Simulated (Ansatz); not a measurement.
# H2S2 at r2SCAN0/STO-3G

Aim: the energy change on altering one bond length of H2S2 at r2SCAN0/STO-3G, from 2 runs. 

The calculation is run with Ansatz 0.2.0.

29 further runs of the same task are left out: 29 set aside as unsound or not needed.

### 1 The system as given

The species is H2S2 (4 atoms), meant as a singlet with charge 0. The shape is that of a GFN2-xTB optimisation.

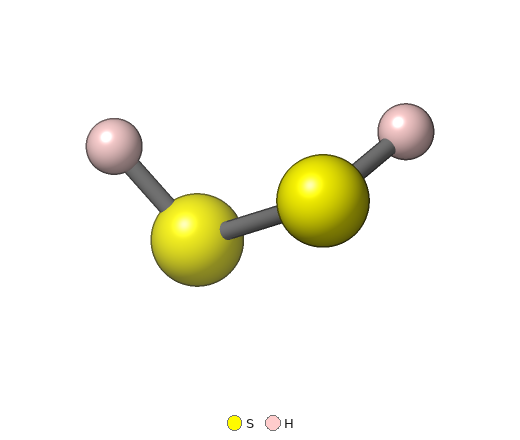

Viewed from a chosen angle; sulfur yellow, hydrogen pink.

### 2 A single-point energy at r2SCAN0/STO-3G

input.yaml

```yaml
basis:
  gaussian: {orbitals: STO-3G}
crystal:
  periodic: [false, false, false]
  atoms:
    - {symbol: S, position_ang: [-0.427380, -0.511820, -0.893940]}
    - {symbol: S, position_ang: [-0.422510, 0.717510, 0.740680]}
    - {symbol: H, position_ang: [0.706880, -0.077850, -1.459730]}
    - {symbol: H, position_ang: [0.143010, -0.127830, 1.612990]}
hamiltonian: {xc: {name: r2SCAN0}}
accuracy: high
```

On the command line:

```sh
ansatz run input.yaml --threads 1 --pin off --max-ram 2610MiB --events-out events.jsonl --progress --plain --runs-dir runs
```

What it wrote:

```text
Warning: RAYON_NUM_THREADS=1 ignored (pool sized by the plan → 1); use --threads N
Functional definition: r2SCAN0
  name "r2SCAN0"
  parameter a = 0.25
  parameter k0 = 0.174
  parameter k1 = 0.065
  parameter a1 = 4.9479
  exchange = (1 - a)*r2scan_x(k0 = k0, k1 = k1, a1 = a1) + a*exact_x
  correlation = r2scan_c
344 factors; integrals over basis functions are off by at most 1.3e-8 eV
mean field evaluation 1: about -21461.9143 eV, gradient 4.8e0 eV
mean field evaluation 2: about -21462.0366 eV, gradient 1.3e0 eV
mean field evaluation 4: about -21462.0443 eV, gradient 6.5e-3 eV
mean field evaluation 8: about -21462.0352 eV, gradient 3.6e-4 eV
mean field evaluation 16: about -21462.0352 eV, gradient 5.3e-9 eV
mean field -21462.03515001 eV, -788.7152442730 hartree, gradient 5.3e-9 eV, S^2 0.000000; 0 other end points of the search recorded, 0 dependent functions left out
reference -21462.03515026 eV, -788.7152442822 hartree; 17, 17 occupied and 3, 3 virtual orbitals, 344 factors
Total energy: -21462.03515026 eV, -788.7152442822 hartree
```

Wall time 2.5 s (1 thread of Arm Neoverse V1, shared host); peak memory 0.13 GiB.

### 3 The distorted shape, same level

molecule.yaml

```yaml
crystal:
  periodic: [false, false, false]
  atoms:
    - {symbol: S, position_ang: [-0.568770, -0.300471, -1.112032]}
    - {symbol: S, position_ang: [-0.563900, 0.928859, 0.522588]}
    - {symbol: H, position_ang: [0.565490, 0.133499, -1.677822]}
    - {symbol: H, position_ang: [0.143010, -0.127830, 1.612990]}
basis:
  gaussian:
    orbitals: STO-3G
hamiltonian:
  xc: {name: r2SCAN0}
accuracy: high
```

On the command line:

```sh
ansatz run molecule.yaml --threads 1 --pin off --max-ram 2610MiB --events-out events.jsonl --progress --plain --runs-dir runs
```

What it wrote, shortened:

```text
Warning: RAYON_NUM_THREADS=1 ignored (pool sized by the plan → 1); use --threads N
[... 8 set-up lines as earlier in the session ...]
344 factors; integrals over basis functions are off by at most 1.4e-8 eV
mean field evaluation 1: about -21460.9373 eV, gradient 4.2e0 eV
mean field evaluation 2: about -21461.0382 eV, gradient 7.6e-1 eV
mean field evaluation 4: about -21461.0199 eV, gradient 2.5e-1 eV
mean field evaluation 8: about -21461.0203 eV, gradient 4.9e-3 eV
mean field -21461.02028135 eV, -788.6779485377 hartree, gradient 6.7e-8 eV, S^2 0.000000; 0 other end points of the search recorded, 0 dependent functions left out
reference -21461.02028161 eV, -788.6779485471 hartree; 17, 17 occupied and 3, 3 virtual orbitals, 344 factors
Total energy: -21461.02028161 eV, -788.6779485471 hartree
```

It took 2.3 s on 1 thread of Arm Neoverse V1, shared host; peak memory 0.13 GiB.

### 4 What came out

Level: r2SCAN0/STO-3G.

| quantity | value |
| --- | --- |
| first shape: total energy | -788.71524 Eh |
| distorted shape: total energy | -788.67795 Eh |
| energy change with the S2–H4 bond stretched from 1.340 to 1.675 Å | 1.015 eV |

**Reading.** With the S2–H4 bond stretched from 1.340 to 1.675 Å the energy rises by 1.01 eV (98 kJ/mol). The first shape isn't relaxed at this level, so the change isn't measured from a minimum. The minimal basis adds a large error of its own.
